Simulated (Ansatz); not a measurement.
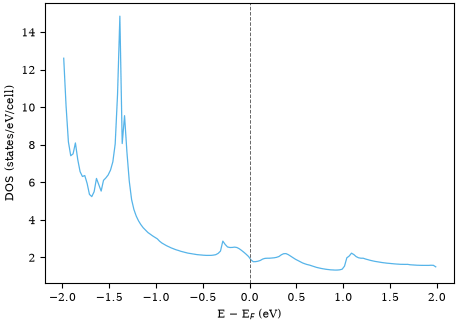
Figure. Density of states of NiSb (P6_3/mmc) near the Fermi level, PBEsol, rigid bands (Ansatz, a program for electronic structure).

**Question.** With 4 atoms a cell, what bare Sommerfeld coefficient γ = (π²/3) k_B² N(E_F) follows?

**Answer.** N(E_F) ≈ 2.00 states/eV a cell at 300 K, so γ ≈ 1.18 mJ/(mol of atoms·K²), before many-body enhancement (phonons, spin fluctuations, correlation).

**Question.** How far does the Fermi level move in a rigid band for 0.1 electron a cell added or removed?

**Answer.** 52 meV and -48 meV.

A metal at this level (no band gap); rigid bands, thermally averaged at 300 K, both spins. Spin-orbit coupling is left out. Geometry: cell and atoms relaxed with PBEsol.

Formula and space group known from diffraction (Crystallography Open Database), not checked to be the room-temperature form: NiSb (P6_3/mmc). Treated as nonmagnetic (a ferromagnetic start lost its moment, other orders weren't tried): NiSb (P6_3/mmc).
